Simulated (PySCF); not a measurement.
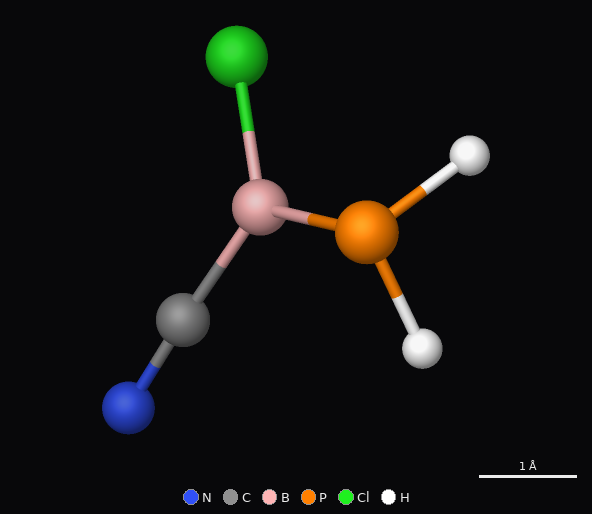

Every bond is drawn as one stick, whatever its order.

The computed structure is the end point of a GFN2-xTB optimisation. No frequency run is at hand to confirm it as a minimum.

> Give the formula.

CH₂BClNP, 7 atoms: 1 carbon, 2 hydrogen, 1 boron, 1 chlorine, 1 nitrogen and 1 phosphorus.

> Give a SMILES string for it.

N#CB(P)Cl

> How many sets of symmetry-equivalent atoms are there?

7: 1 N, 1 C, 1 B, 1 P, 1 Cl, 1 H, 1 H.

> Describe its rings.

It has no ring.

More results for the same structure follow; atom numbers are the same in all pictures, views and colours differ.

Shape

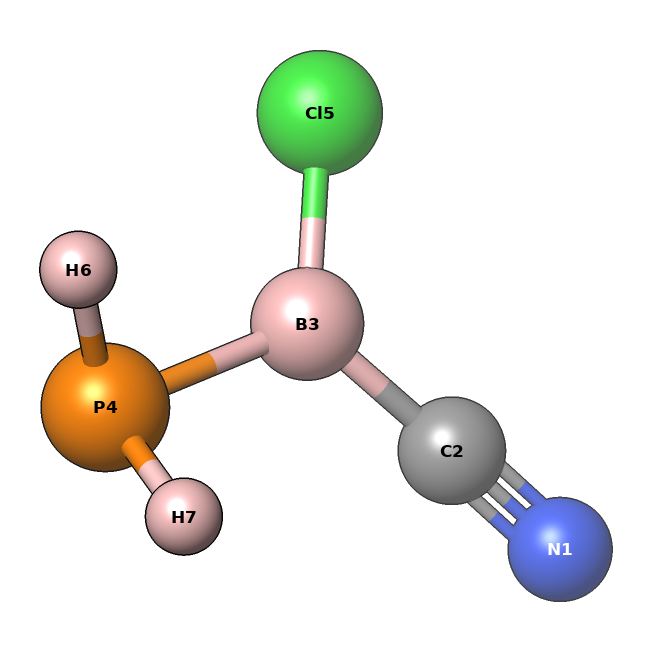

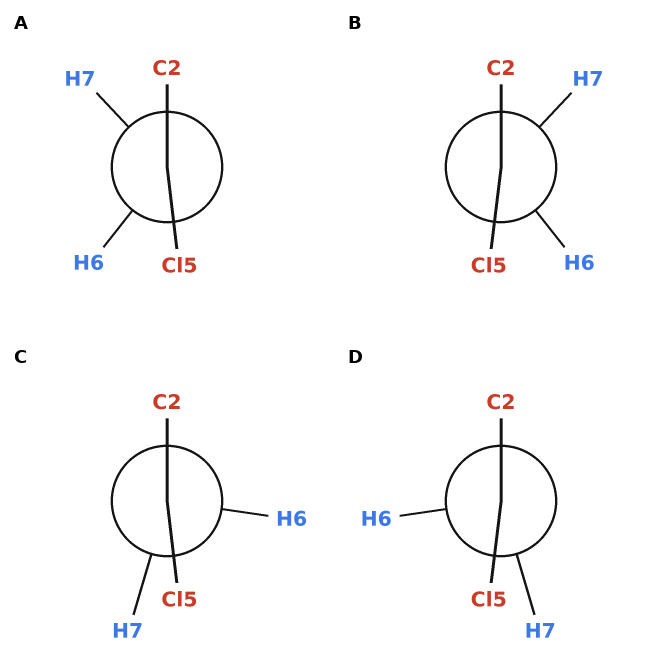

Depth is shown by fading: the farther an atom, the more it takes the colour of the background. Bonds that would overlap in a projection are set slightly apart. No frequency run is at hand to confirm it as a minimum.

> Which Newman projection shows the view along B3–P4, with B3 in front?

B. The torsion angle Cl5–B3–P4–H6 is −45°, synclinal (gauche).

Electronic properties

No frequency run is at hand to confirm it as a minimum. Level of theory: PBE0/def2-SVPD, gas phase (PySCF 2.14.0). Excitations: vertical, linear response.

Predict the main results.

- dipole moment: 3.09 D
- HOMO energy (Kohn–Sham orbital): −8.22 eV
- LUMO energy (Kohn–Sham orbital): −3.02 eV
- HOMO–LUMO gap: 5.20 eV
- mean static polarisability: 70.6 bohr³
- lowest vertical singlet excitation: 4.22 eV
- its oscillator strength: 0.076
- brightest of the 6 lowest singlets: 6.24 eV
- its oscillator strength: 0.09

Bond orders

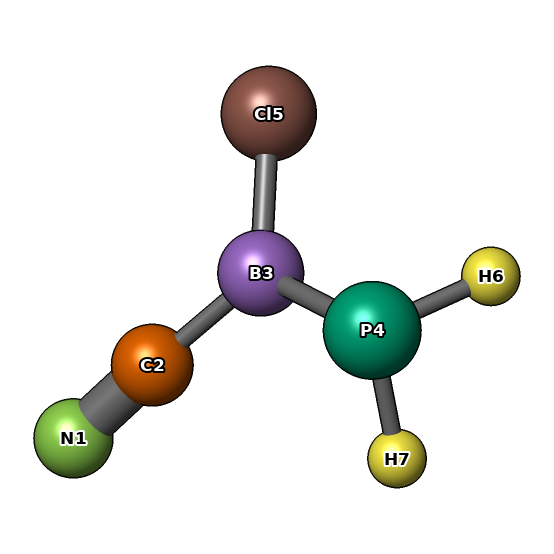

The thickness of each stick grows with its Mayer bond order. No frequency run is at hand to confirm it as a minimum. Level of theory: PBE0/pcSseg-1 (PySCF 2.14.0).

> Which bond has the highest Mayer bond order?

N1–C2, 2.88, at a length of 1.149 Å.

List the Mayer bond orders of N1–C2, C2–B3, B3–P4, B3–Cl5, P4–H6, P4–H7.

| bond | Mayer order | length (Å) |
| --- | --- | --- |
| N1–C2 | 2.88 | 1.149 |
| C2–B3 | 0.96 | 1.522 |
| B3–P4 | 1.16 | 1.893 |
| B3–Cl5 | 1.18 | 1.707 |
| P4–H6 | 0.93 | 1.382 |
| P4–H7 | 0.93 | 1.382 |

NMR shielding

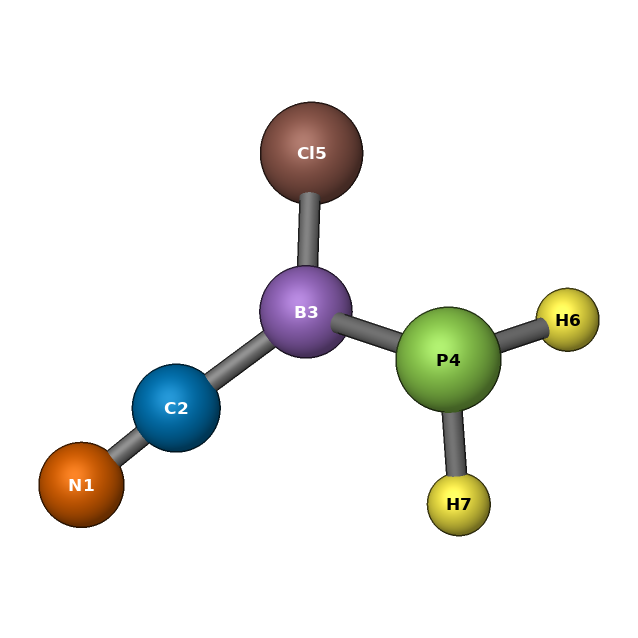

No frequency run is at hand to confirm it as a minimum. Method: GIAO PBE0/pcSseg-1 NMR shielding, non-relativistic, gas phase (PySCF 2.14.0). Principal shieldings σ11 ≤ σ22 ≤ σ33, span Ω = σ33 − σ11, skew κ = 3(σiso − σ22)/Ω.

Give the shielding tensors of the N atoms.

```tsv
atom	σ11	σ22	σ33	σiso	Ω	κ
N1	−288.7	−238.5	168.2	−119.6	456.9	0.78
```

Shieldings and span in ppm.

The geometry is semi-empirical. Around B, P such bond lengths and angles can be off by a tenth of an ångström or more and by several degrees, and values that hang on the shape move with them.
